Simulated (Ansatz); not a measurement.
```xyz
4

Cl   -1.7932   -1.0823    0.9549
In    0.0168   -0.0315    0.0103
Cl    2.1256   -0.6701    0.6565
Br   -0.2936    1.7234   -1.6420
```

Geometry: PBE0-D4/def2-TZVP; core potentials replace the inner electrons of In.

Theory: isolated molecule in a Gaussian basis; Hartree-Fock (Ansatz 0.2.0).

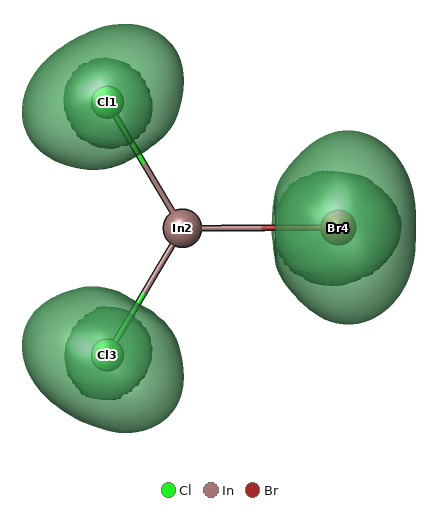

BrCl$_{2}$In (SMILES [Cl][In]([Cl])[Br]). Isosurface of the electron localisation function at 0.75 (green), seen across its widest extent. Only the valence region is drawn (cores and ρ < 0.01 e/Å³ removed).

### Describe the localisation domains.

The surface consists of one region wrapped around Br (its valence shell) and two regions wrapped around Cl (the valence shell of each). Profiles from the grid: In–Cl (2.30 Å): the ELF peaks at about 0.80 in the valence shell of Cl, 0.8 Å from its nucleus, and drops to about 0.15 between the two atoms. In–Br (2.43 Å): the ELF peaks at about 0.75 in the valence shell of Br, 1.0 Å from its nucleus, and drops to about 0.15 between the two atoms.
